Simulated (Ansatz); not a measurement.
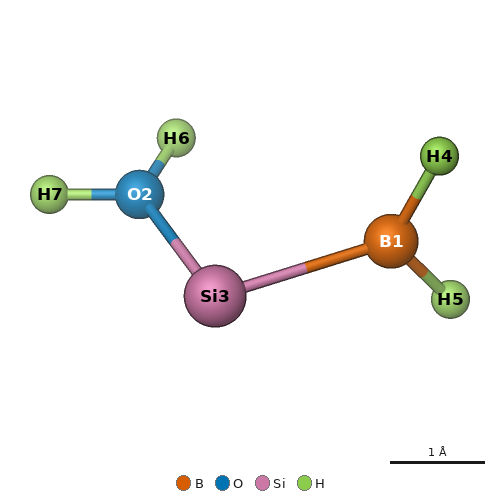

Orthographic view. Distant atoms are faded towards the background colour. Charge +1, singlet. Computed geometry: PBE0-D4/def2-TZVP optimisation. No frequency run is at hand to confirm it as a minimum.

Give the geometry as a Z-matrix, atoms in numerical order, with these reference atoms: 2 to 1; 3 to 2, 1; 4 to 1, 3, 2; 5 to 1, 4, 3; 6 to 2, 3, 1; 7 to 2, 6, 3.

```
B  
O    1   2.857
Si   2   1.877   1    45.4
H    1   1.195   3   120.3   2    92.8
H    1   1.195   4   119.1   3  -174.6
H    2   0.971   3   130.5   1     0.0
H    2   0.970   6   110.2   3   180.0
```
